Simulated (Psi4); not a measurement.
# PBE/cc-pVDZ run of BSiN2H5 (SMILES N[SiH]1BN1)

What is the energy change on altering one bond length of BSiN2H5 at PBE/cc-pVDZ? Input form: a Python script.

The calculation is run with Psi4 1.11.

1 further run of the same task is left out (set aside as unsound or not needed). Runs told in other sessions of the task aren't counted.

## (1) The structure to begin with

BSiN2H5 has 9 atoms, charge 0, and is taken as a singlet. SMILES: `N[SiH]1BN1`. The coordinates come from a PBE0-D4/def2-TZVP relaxation. This is one conformer, not always the lowest.

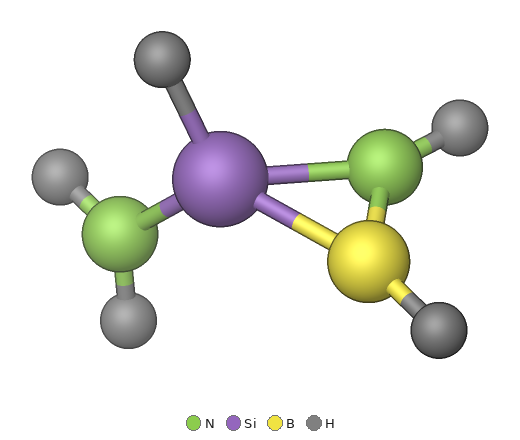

Viewed from a chosen angle; nitrogen green, silicon purple, boron yellow, hydrogen grey.

## (2) A single-point energy at PBE/cc-pVDZ

Input file calc.py:

```python
import psi4

psi4.set_memory(2200000000)
psi4.set_num_threads(1)
psi4.set_output_file('psi4.out', False)

geom = psi4.geometry("""
0 1
N     -0.637800     1.588100     0.218200
Si     0.258900     0.175500     0.530500
B     -0.233900    -1.625800     0.110200
N      0.650500    -0.971600    -0.738400
H     -0.221300     2.503300     0.212900
H     -1.561800     1.577300    -0.177300
H      1.441200     0.620900     1.305200
H     -0.741300    -2.702400     0.114400
H      1.134000    -1.211600    -1.592900
symmetry c1
""")

psi4.set_options({
    'basis': 'cc-pVDZ',
    'puream': True,
    'e_convergence': 1e-09,
    'd_convergence': 1e-08,
    'scf_type': 'pk',
    'dft_radial_points': 99,
    'dft_spherical_points': 590,
})

energy_value, wavefunction = psi4.energy('pbe', return_wfn=True)
print('E =', round(energy_value, 9))
```

Started as:

```console
python calc.py
```

psi4.out:

```text
[...]
  Running in c1 symmetry.
[...]
  Nuclear repulsion =  149.962674332369971
[...]
  Multiplicity = 1
[...]
  Nalpha       = 19
  Nbeta        = 19
[...]
    Number of basis functions: 85
[...]
   @RKS iter   1:  -425.94837110881053    2.22871e-01   1.32284e-02 ADIIS/DIIS
[...]
   @RKS iter  13:  -426.54604653073795   -2.27374e-12   2.72981e-09 DIIS
[...]
    Orbital Energies [Eh]
    ---------------------
    Doubly Occupied:
       1A    -65.430124     2A    -13.988953     3A    -13.976360
       4A     -6.501976     5A     -5.059095     6A     -3.472519
       7A     -3.470281     8A     -3.468311     9A     -0.786721
      10A     -0.764598    11A     -0.521202    12A     -0.448498
      13A     -0.434863    14A     -0.377445    15A     -0.335055
      16A     -0.295703    17A     -0.260331    18A     -0.232350
      19A     -0.190840
[...]
  @RKS Final Energy:  -426.54604653073795
   => Energetics <=
    Nuclear Repulsion Energy =            149.9626743323699714
    One-Electron Energy =                -884.2209242445522932
    Two-Electron Energy =                 348.1328497817250991
    DFT Exchange-Correlation Energy =     -40.4206464002807309
    Empirical Dispersion Energy =           0.0000000000000000
    VV10 Nonlocal Energy =                  0.0000000000000000
    Total Energy =                       -426.5460465307379536
[...]
 Multipole Moments:
 ------------------------------------------------------------------------------------
     Multipole            Electronic (a.u.)      Nuclear  (a.u.)        Total (a.u.)
 ------------------------------------------------------------------------------------
 L = 1.  Multiply by 2.5417464519 to convert [e a0] to [Debye]
 Dipole X            :          0.0391545            0.0213621            0.0605166
 Dipole Y            :         -1.8482472            2.4761916            0.6279444
 Dipole Z            :          0.0223338           -0.6704448           -0.6481109
 Magnitude           :                                                    0.9044469
[...]
```

Standard output:

```text
E = -426.546046531
```

It took 19 s on 1 thread of Intel Xeon Platinum 8488C (Sapphire Rapids), shared host; peak memory 1.5 GiB.

## (3) The distorted shape: energy and forces at PBE/cc-pVDZ

Input file bh5n2si.xyz:

```xyz
9
BH5N2Si
N     -1.086148     2.294396     0.062051
Si     0.258900     0.175500     0.530500
B     -0.233900    -1.625800     0.110200
N      0.650500    -0.971600    -0.738400
H     -0.669648     3.209596     0.056751
H     -2.010148     2.283596    -0.333449
H      1.441200     0.620900     1.305200
H     -0.741300    -2.702400     0.114400
H      1.134000    -1.211600    -1.592900
```

Input file run.py:

```python
import psi4

psi4.set_memory('2200 MB')
psi4.set_num_threads(1)
psi4.set_output_file('bh5n2si.out', False)

with open('bh5n2si.xyz') as f:
    atoms = ''.join(f.readlines()[2:])
geom = psi4.geometry('0 1\n' + atoms + 'symmetry c1\nno_reorient\nno_com')

options = {'puream': True, 'e_convergence': 1e-09, 'd_convergence': 1e-08, 'scf_type': 'pk', 'dft_radial_points': 99, 'dft_spherical_points': 590}
psi4.set_options(options)

e, wfn = psi4.gradient('pbe/cc-pVDZ', molecule=geom, return_wfn=True)
psi4.oeprop(wfn, 'QUADRUPOLE', 'MULLIKEN_CHARGES', 'DIPOLE')
print('gradient / Eh bohr^-1')
print(e.np.round(6))
print(f'energy = {wfn.energy():.10f} Eh')
```

Started as:

```console
python run.py
```

bh5n2si.out, cut to the lines that bear on the results:

```text
[...]
  Running in c1 symmetry.
[...]
  Nuclear repulsion =  134.061429513028173
[...]
  Multiplicity = 1
[...]
  Nalpha       = 19
  Nbeta        = 19
[...]
    Number of basis functions: 85
[...]
   @RKS iter   1:  -425.74828404070428    5.43688e-02   1.39055e-02 DIIS/ADIIS
[...]
   @RKS iter  15:  -426.43936806524329   -1.87583e-12   4.39011e-09 DIIS
[...]
  @RKS Final Energy:  -426.43936806524329
   => Energetics <=
    Nuclear Repulsion Energy =            134.0614295130281732
    One-Electron Energy =                -852.0395742088060160
    Two-Electron Energy =                 331.7909875023898962
    DFT Exchange-Correlation Energy =     -40.2522108718553540
    Empirical Dispersion Energy =           0.0000000000000000
    VV10 Nonlocal Energy =                  0.0000000000000000
    Total Energy =                       -426.4393680652432863
[...]
  -Total Gradient:
     Atom            X                  Y                   Z
    ------   -----------------  -----------------  -----------------
       1       -0.035649027230     0.061136404522    -0.031514143859
       2        0.043773806202    -0.068930506248     0.002867192590
       3        0.007152691598     0.006930273316     0.002205043530
       4       -0.002653320201     0.001458671795     0.005455564361
       5       -0.015436802550    -0.009638464000     0.003822150557
       6        0.011695153752     0.009449960955     0.010795658178
       7       -0.005220519843    -0.008846720284    -0.002610714179
       8        0.003822876640     0.005256368869    -0.002328268422
       9       -0.007489098480     0.003176135652     0.011306774610
[...]
 Multipole Moments:
 ------------------------------------------------------------------------------------
[...]
  Mulliken Charges: (a.u.)
   Center  Symbol    Alpha    Beta     Spin     Total
       1     N     3.69589  3.69589  0.00000 -0.39178
       2    SI     6.89622  6.89622  0.00000  0.20756
       3     B     2.53072  2.53072  0.00000 -0.06145
       4     N     3.49993  3.49993  0.00000  0.00015
       5     H     0.45868  0.45868  0.00000  0.08264
       6     H     0.45898  0.45898  0.00000  0.08205
       7     H     0.50399  0.50399  0.00000 -0.00798
       8     H     0.49126  0.49126  0.00000  0.01748
       9     H     0.46433  0.46433  0.00000  0.07134
   Total alpha = 19.00000, Total beta = 19.00000, Total charge =  0.00000
```

On the terminal:

```text
gradient / Eh bohr^-1
[[-0.035649  0.061136 -0.031514]
 [ 0.043774 -0.068931  0.002867]
 [ 0.007153  0.00693   0.002205]
 [-0.002653  0.001459  0.005456]
 [-0.015437 -0.009638  0.003822]
 [ 0.011695  0.00945   0.010796]
 [-0.005221 -0.008847 -0.002611]
 [ 0.003823  0.005256 -0.002328]
 [-0.007489  0.003176  0.011307]]
energy = -426.4393680652 Eh
```

It took 30 s on 1 thread of Intel Xeon Platinum 8488C (Sapphire Rapids), shared host; peak memory 1.4 GiB.

## (4) Outcome

At PBE/cc-pVDZ:

| quantity | value |
| --- | --- |
| first shape: total energy | -426.54605 Eh |
| first shape: dipole moment | 2.30 D |
| first shape: HOMO energy | -5.19 eV |
| first shape: LUMO energy | -0.82 eV |
| first shape: HOMO–LUMO gap | 4.37 eV |
| distorted shape: total energy | -426.43937 Eh |
| distorted shape: dipole moment | 2.57 D |
| distorted shape: HOMO energy | -3.69 eV |
| distorted shape: LUMO energy | -2.39 eV |
| distorted shape: HOMO–LUMO gap | 1.30 eV |
| distorted shape: largest force on an atom | 4.201 eV/Å |
| energy change with the N1–Si2 bond stretched from 1.702 to 2.553 Å | 2.903 eV |

In words: With the N1–Si2 bond stretched from 1.702 to 2.553 Å the energy rises by 2.90 eV (67 kcal/mol). The first shape isn't relaxed at this level, so the change isn't measured from a minimum. Mulliken charges (distorted shape) run from -0.39 on N1 to +0.21 on Si2; they depend strongly on the basis.
